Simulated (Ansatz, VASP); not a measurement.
# Cross-check of AlN between VASP and Ansatz, part 2 of 2

One calculation is typed for both programs; each brings its own data sets and cutoff. How far apart do they land?  The cell comes out of the VASP series on this material, whose earlier steps may have relaxed, scaled or displaced it; both programs get it as it stands.

VASP 6.6.1 and Ansatz 0.2.0.

So far: The structure; VASP: band structure, HSE06.

## Step 3: Ansatz: band structure, HSE06

Level of this step: Ansatz beside VASP: Kohn-Sham DFT, plane waves, HSE06 (Ansatz).

Ansatz runs on its default PAW (the set named soft_2) files.

The same cell, functional, mesh and smearing now go to Ansatz, which takes its cutoff from its data sets.

File input.yaml:

```yaml
crystal:
  lattice:
    - [3.1057024824, 0.0, 0.0]
    - [-1.5528512412, 2.6896172464, 0.0]
    - [0.0, 0.0, 4.973887517]
  atoms:
    - { symbol: Al, position: [0.6666666667, 0.3333333333, 6.83508e-05] }
    - { symbol: Al, position: [0.3333333333, 0.6666666667, 0.5000683508] }
    - { symbol: "N", position: [0.6666666667, 0.3333333333, 0.3819316492] }
    - { symbol: "N", position: [0.3333333333, 0.6666666667, 0.8819316492] }
hamiltonian:
  xc: { exchange: pbe, correlation: pbe, exx: { coeff: 0.25, omega: 0.2 } }
  pseudopotentials: { kind: paw }
kpoints:
  mp_grid: { grid: [5, 5, 3] }
  band_path:
    path:
      - [0.0, 0.0, 0.0]
      - [0.4, 0.0, 0.0]
      - [0.4, 0.2, 0.0]
      - [0.2, 0.2, 0.0]
      - [0.0, 0.0, 0.1]
      - [0.0, 0.0, 0.5]
      - [0.4, 0.0, 0.5]
      - [0.4, 0.2, 0.5]
      - [0.2, 0.2, 0.5]
      - [0.5, 0.0, 0.4]
      - [0.33333, 0.33333, 0.0]
      - [0.33333, 0.33333, 0.5]
    npoints: 1
scf:
  occupations: { method: gaussian, width: 0.05 }
  n_extra_bands: 8
output:
  forces: true
  stress: true
  eigenvalues: true
```

The run is started by

```sh
ansatz run input.yaml --threads 4 --pin off --max-ram 9216MiB --backend cpu --events-out ev --progress --plain --runs-dir out
```

Numbers of over 12 decimals in the logs are rounded to 6 here.

Log:

```text
Warning: output.stress: scf.convergence.dr2_threshold = 1e-7 eV (the SCF's general default) is looser than the 4e-10 eV advised for a printed stress (1e-10 eV for each atom of the cell: 4). What an SCF threshold leaves in a stress goes as its square root, and in the free energy as the threshold itself, and one threshold admits the most on a small cell: [figures from the program's tests cut] Set scf.convergence.dr2_threshold to 4e-10 eV or tighter. The threshold is an SCF's pass mark: one that does not reach it within its budget of iterations ends unconverged, or closes short of it on a stop that the run arms, and scf.convergence.dr2_threshold's page says what that costs each kind of run
Warning: output.stress: scf.exx.energy_threshold = 1e-6 eV is looser than the 4e-8 eV advised for a stress under a hybrid functional (1e-8 eV for each atom of the cell: 4). Every SCF of the exchange loop can meet its threshold on dr2 while the loop round them stops early: no threshold on dr2 bounds what that leaves in the stress. Set scf.exx.energy_threshold to 4e-8 eV or tighter. The threshold is the loop's pass mark: a loop that does not reach it within its budget of cycles ends unconverged, and scf.exx.energy_threshold's page has the law
scf.n_extra_bands = 8 over 8 filled bands (N_el = 16.0): the run solves 16 bands
Engine: ansatz 0.2.0, aarch64-unknown-linux-gnu
Pseudopotentials: kind: paw
Pseudopotential: Al, paw, valence charge 3, recommended cutoff 420 eV (normal), Al.paw.azcp
Pseudopotential: N, paw, valence charge 5, recommended cutoff 420 eV (normal), N.paw.azcp
Functional definition: unnamed
  parameter a_1 = 0.25
  parameter omega_1 = 0.2/angstrom
  exchange = pbe_x + (-a_1)*pbe_x_sr(omega_1) + a_1*exact_x_sr(omega_1)
  correlation = pbe_c
Crystal: 4 atoms, lattice volume = 41.548 Å³
Basis set: ecut = 420 eV, 809 PW (Γ), exchange–correlation on 48×48×72 points (8 copies of the dense FFT grid, shifted against one another)
Bands: 16, of which v1, the nominal top of the filled ones, is band 8 counted from 1 (7 counted from 0)
Symmetry: 12 space group operations
Space group: P63mc (ITA 186), of the structure as read, at distance tolerance 3.5e-5 Å
k-points: 10 of 75 (time reversal used)
Non-local potential: Al, projectors of the file, l = 0: 2, l = 1: 2, l = 2: 1
Non-local potential: N, projectors of the file, l = 0: 2, l = 1: 2, l = 2: 1
PAW form: soft (Blöchl's): semilocal exchange-correlation on the pseudo side does not see the compensation charge
PAW frozen core: Al, regenerated for the run's functional, and the local potential with it (the file was generated under x = pbe(κ = 0.804, μ = 0.219515), c = pbe(β = 0.066725))
PAW frozen core: N, regenerated for the run's functional, and the local potential with it (the file was generated under x = pbe(κ = 0.804, μ = 0.219515), c = pbe(β = 0.066725))
PAW one-centre angular grid: Al, 110 points (default); XC on 64 Gauss nodes
PAW one-centre angular grid: N, 110 points (default); XC on 64 Gauss nodes
Initial density: superposition of atomic densities (neutral atoms: chi_scale 0, normalization atom), corrected by the library's trained network
Initial wavefunctions: pseudopotential atomic-orbital guess
Functional: x = pbe(κ = 0.804, μ = 0.219515), c = pbe(β = 0.066725), warm-up for x = pbe(κ = 0.804, μ = 0.219515) + 0.25 (exact − pbe) at short range (hse, ω = 0.2 Å⁻¹), c = pbe(β = 0.066725)
SCF iter   1: F=—  HF=-1848.473334 eV  |F-HF|=—  |Δ(HF+E_count)|=         —  Δρ=7.94e-4  dr2=1.02e-4  ethr=1.77e-3  ⟨swp⟩=2.0  Hψ=1143  notcnv=0
preconditioner: auto → none  [insulator: Δε(μ)=4.238 eV  Ē_g=15.438 eV  σ=0.050 eV  W_gap=1.00  n_scr=2 (ndim 8)  ℏωp=23.0 eV  f_vac=0.000  D(μ)=0.00/eV (n_scr^D=0)]
SCF iter   2: F=-1848.473595 eV  HF=-1848.473526 eV  |F-HF|=6.91e-5  |Δ(HF+E_count)|=   1.91e-4  Δρ=3.91e-4  dr2=2.08e-5  ethr=6.34e-7  ⟨swp⟩=4.3  Hψ=321  notcnv=0  defer=2
SCF 1 stopped early in 2 iterations: F = -1848.473595 eV  dr2 = 2.08e-5
  greatest PAW one-centre occupation: 0.788 electrons in one spin orbital (limit 2), on the N atom at site 3 (counted from 0), in its partial waves of l = 0
Initial density: handed on by an earlier stage of this run
Initial wavefunctions: those handed on with the density
Functional: x = pbe(κ = 0.804, μ = 0.219515) + 0.25 (exact − pbe) at short range (hse, ω = 0.2 Å⁻¹), c = pbe(β = 0.066725)
Exchange kernel: α = 0.2500, screened, ω = 0.2000 Å⁻¹, Wigner–Seitz truncation, v(0) = 1102.8600 eV·Å³, q-mesh 5×5×3, nearest image of the exchange supercell L = 14.92 Å, pair-density grid 15×15×24, without the augmentation charges, whose exchange is taken in its separable form by FFT convolution over the k-point mesh (sized by the pseudopotential files, 18×18×36 at the most), smooth part of the exact exchange by density-matrix convolution
Frozen-core exchange: fock
SCF iter   1: F=—  HF=-1849.424253 eV  |F-HF|=—  |Δ(HF+E_count)|=         —  Δρ=6.27e-3  dr2=7.71e-3  ethr=1.30e-6  ⟨swp⟩=7.8  Hψ=884  notcnv=0
preconditioner: auto → none  [insulator: Δε(μ)=5.583 eV  Ē_g=17.603 eV  σ=0.050 eV  W_gap=1.00  n_scr=2 (ndim 8)  ℏωp=23.0 eV  f_vac=0.000  D(μ)=0.00/eV (n_scr^D=0)]
SCF iter   2: F=—  HF=-1849.421387 eV  |F-HF|=—  |Δ(HF+E_count)|=   2.87e-3  Δρ=2.84e-3  dr2=2.16e-3  ethr=1.30e-6  ⟨swp⟩=3.9  Hψ=332  notcnv=0
iter 3 solved again at ethr=4.85e-9 eV; its pass at ethr=1.30e-6 eV (dr2=7.76e-7 eV) is discarded
SCF iter   3: F=—  HF=-1849.420690 eV  |F-HF|=—  |Δ(HF+E_count)|=   6.97e-4  Δρ=5.81e-5  dr2=4.89e-4  ethr=4.85e-9  ⟨swp⟩=3.9  Hψ=805  notcnv=0
SCF iter   4: F=—  HF=-1849.425615 eV  |F-HF|=—  |Δ(HF+E_count)|=   4.93e-3  Δρ=5.05e-4  dr2=7.78e-5  ethr=4.85e-9  ⟨swp⟩=5.0  Hψ=679  notcnv=0
SCF iter   5: F=—  HF=-1849.425600 eV  |F-HF|=—  |Δ(HF+E_count)|=   1.49e-5  Δρ=1.70e-4  dr2=1.55e-5  ethr=4.85e-9  ⟨swp⟩=4.1  Hψ=401  notcnv=0
SCF iter   6: F=-1849.425643 eV  HF=-1849.425643 eV  |F-HF|=7.56e-7  |Δ(HF+E_count)|=   4.22e-5  Δρ=6.01e-5  dr2=1.37e-6  ethr=4.85e-9  ⟨swp⟩=4.0  Hψ=396  notcnv=0
SCF 2 stopped early in 6 iterations: F = -1849.425643 eV  dr2 = 1.37e-6
  Residual-converged pass: ⟨swp⟩=3.0  Hψ=308  notcnv=0  max |occ|·‖R‖ = 5.4e-6 eV (tolerance 6.7e-6 eV)  dr2=1.37e-6  dr2_onsite=9.22e-8  max |Δocc| = 0.0e0
hybrid outer 1: dexx = +5.429e-3 eV, tail = 9.53e-6 eV
Exchange kernel: α = 0.2500, screened, ω = 0.2000 Å⁻¹, Wigner–Seitz truncation, v(0) = 1102.8600 eV·Å³, q-mesh 5×5×3, nearest image of the exchange supercell L = 14.92 Å, pair-density grid 15×15×24, without the augmentation charges, whose exchange is taken in its separable form by FFT convolution over the k-point mesh (sized by the pseudopotential files, 18×18×36 at the most), smooth part of the exact exchange by density-matrix convolution
Frozen-core exchange: fock
SCF iter   1: F=—  HF=-1849.425644 eV  |F-HF|=—  |Δ(HF+E_count)|=         —  Δρ=2.48e-5  dr2=2.18e-7  ethr=2.98e-7  ⟨swp⟩=3.3  Hψ=363  notcnv=0
preconditioner: auto → none  [insulator: Δε(μ)=5.632 eV  Ē_g=17.609 eV  σ=0.050 eV  W_gap=1.00  n_scr=2 (ndim 8)  ℏωp=23.0 eV  f_vac=0.000  D(μ)=0.00/eV (n_scr^D=0)]
SCF iter   2: F=—  HF=-1849.425644 eV  |F-HF|=—  |Δ(HF+E_count)|=   2.07e-8  Δρ=8.77e-6  dr2=2.37e-8  ethr=1.29e-9  ⟨swp⟩=3.1  Hψ=321  notcnv=0
SCF iter   3: F=-1849.425644 eV  HF=-1849.425644 eV  |F-HF|=1.99e-9  |Δ(HF+E_count)|=   6.60e-8  Δρ=3.31e-6  dr2=2.28e-9  ethr=7.64e-11  ⟨swp⟩=3.9  Hψ=412  notcnv=0  defer=1
SCF 3 converged in 3 iterations: F = -1849.425644 eV  dr2 = 2.28e-9
  Residual-converged pass: ⟨swp⟩=3.0  Hψ=319  notcnv=0  max |occ|·‖R‖ = 4.6e-7 eV (tolerance 6.3e-7 eV)  dr2=2.26e-9  dr2_onsite=7.78e-10  max |Δocc| = 0.0e0
hybrid outer 2: dexx = +7.525e-8 eV, tail = 7.66e-9 eV, Δε = 1.56e-3 eV (about 5.67e-5 eV left of the loop's levels), ΔF = 3.37e-4 eV/Å (tail 2.02e-4)
NSCF: frozen V_eff on 12 k-points
hybrid SCF converged: 2 outer / 9 inner (+2 warm-up), last move |dexx| = 7.52e-8 eV, tail = 7.66e-9 eV
Stability not checked: this state was not tested for a lower state beside it, because the functional holds exact exchange (a hybrid, or Hartree-Fock), whose exchange loop this test does not read (fock_operator; see scf.lower_state_search)
Free energy (F): -1849.425644 eV
Frozen-core exchange: fock
Harris-Foulkes:  -1849.425644 eV  (|F-HF|=1.99e-9)
Internal energy: -1849.425644 eV  (E = F + TS)
E sigma→0 (E₀):  -1849.425644 eV
Fermi energy:    9.100065 eV
--- Per-component energies (eV) ---
  E_band       = 8.361032
  E_kinetic    = 320.547208
  E_local      = -446.381613  (includes V_loc(G=0)·N_el)
  E_nonlocal   = 108.507197
  E_hartree    = 155.981674
  E_xc         = -165.085838
  E_vxc        = -173.846696  (∫ρ·V_xc dr)
  E_exx        = -36.156729  (= α·E_x^exact, valence–valence)
  E_paw        = -1193.822559  (= ΣΔE_a)
  E_vpaw       = -40.115782  (= ΣTr[D̂ρ^β])
  E_aug_tail   = 0.000192  (compensation charges beyond the density's cutoff)
  E_ewald      = -592.881073
  E_core_change = -0.134105  (= ΣΔE_core)
  E_smearing   = -0.000000  (= −TS)
  E_closure    = -0.000001  (closes the sum)
  Σ components = -1849.425644   (vs F -1849.425644, Δ=0.00e0)
--- Forces (eV/Å), atoms counted from 1 ---
  atom   1  Al     0.00000000    -0.00000000    -0.00234782
  atom   2  Al     0.00000000     0.00000000    -0.00234782
  atom   3  N      0.00000000     0.00000000     0.00231612
  atom   4  N     -0.00000000     0.00000000     0.00231612
  max |Σ_I F_I| component: 6.34e-5 eV/Å
--- Stress (GPa, compression-positive) ---
       -0.240485       0.000000      -0.000000
        0.000000      -0.240485       0.000000
       -0.000000       0.000000      -0.529269
  P = ⅓ Tr σ = -0.3367 GPa (-3.367 kbar)
--- Band table (eV; the first three rows and the last of 10) ---
  k-point 0: bands = [... 4 lower, 5.3263, 6.0413, 6.0413, 6.2841, 11.9161, 14.5027, 18.8088, 19.1214, ... 4 higher]
  k-point 1: bands = [... 4 lower, 5.4966, 5.4966, 5.8538, 5.8538, 13.4346, 14.6472, 18.2525, 19.1300, ... 4 higher]
  k-point 2: bands = [... 4 lower, 4.2664, 4.7634, 5.9056, 6.0005, 13.5928, 15.6902, 16.5803, 17.7381, ... 4 higher]
  k-point 9: bands = [... 4 lower, 2.5488, 3.5255, 4.6852, 5.2961, 13.5968, 14.9445, 16.6910, 16.9369, ... 4 higher]
```

Wall time 9.5 s (4 threads of Arm Neoverse V2, shared host); peak memory 0.58 GiB; 33 s of CPU time.

The column dr2 measures how far the density is from self-consistency, as an energy; F and HF (Harris–Foulkes) agree once it is small.

## Step 4: Side by side

Known differences besides the PAW data sets themselves: exact exchange at q = 0 is treated differently, which shows on coarse meshes; VASP keeps PBE cores, Ansatz makes them for the functional; the cutoff is 420 eV in Ansatz and 520 eV in VASP; VASP takes a coarser grid for exact exchange (PRECFOCK = Fast). Total energies have different zeros and are not compared.

The two programs side by side:

```tsv
quantity	Ansatz	VASP	difference
gap over the path points (eV)	5.632	5.626	+0.006
```

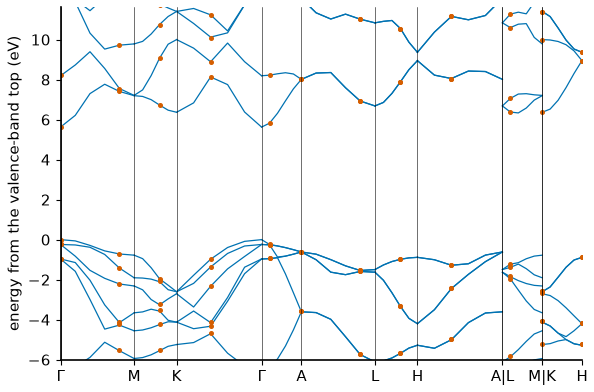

Bands from VASP (lines) and levels from Ansatz (dots). Dots without a line are higher empty bands that the VASP plot leaves out.

Levels at points of the path, from each program's valence-band top (eV; 4 filled, then empty):

```tsv
k (reciprocal lattice)	Ansatz	VASP
0.000 0.000 0.000	-0.96 -0.24 -0.24 0.00 5.63 8.22 12.53	-0.97 -0.24 -0.24 0.00 5.63 8.19 12.53
0.400 0.000 0.000	-4.12 -2.20 -1.41 -0.71 7.42 7.54 9.73	-4.15 -2.22 -1.42 -0.72 7.41 7.55 9.72
0.400 0.200 0.000	-3.54 -3.23 -2.09 -1.95 6.72 9.06 10.75	-3.57 -3.26 -2.10 -1.96 6.73 9.08 10.76
0.200 0.200 0.000	-4.12 -2.31 -1.35 -0.97 8.12 8.89 10.10	-4.15 -2.33 -1.36 -0.98 8.13 8.89 10.12
0.000 0.000 0.100	-0.94 -0.26 -0.26 -0.24 5.83 8.25 12.45	-0.95 -0.26 -0.26 -0.24 5.82 8.22 12.45
0.000 0.000 0.500	-0.61 -0.61 -0.61 -0.61 8.03 8.03 12.08	-0.62 -0.62 -0.62 -0.62 8.01 8.01 12.06
0.400 0.000 0.500	-1.58 -1.58 -1.53 -1.53 6.93 6.93 11.02	-1.59 -1.59 -1.54 -1.54 6.93 6.93 11.02
0.400 0.200 0.500	-3.32 -3.32 -0.97 -0.97 7.88 7.88 10.54	-3.34 -3.34 -0.98 -0.98 7.89 7.89 10.55
0.200 0.200 0.500	-2.43 -2.43 -1.26 -1.26 8.05 8.05 11.16	-2.44 -2.44 -1.28 -1.28 8.05 8.05 11.16
0.500 0.000 0.400	-1.95 -1.84 -1.37 -1.22 6.38 7.07 10.60	-1.96 -1.85 -1.39 -1.23 6.38 7.06 10.60
```

At this near-relaxed geometry the largest component of a force difference is 3 meV/Å. Among the levels compared (up to four filled and three empty ones at each point), filled levels agree within 40 meV and empty ones within 33 meV.

## Step 5: Outcome

```yaml
difference_in_gap_over_the_path_points_band_structure_hse06: 0.0057 eV
```

The difference in gap over the path points is 0.0057 eV (band structure, HSE06), within the 0.08 eV picked in this series as the mark of a large difference. Differences of this kind measure data sets and numerical settings, not the functional's error against experiment.

[Lines on the potential files, build, host, timing and source positions are cut from VASP's logs without a mark.]

[Logs are printed without paths, hosts, clocks, repeated set-up lines and the standing remarks that a program may print on its own settings, such as how far it seeks lower states.]

[Hosts, paths, dates, database ids (printed as entryN), source tags and the programs' standing remarks are cut or masked in the printed files.]
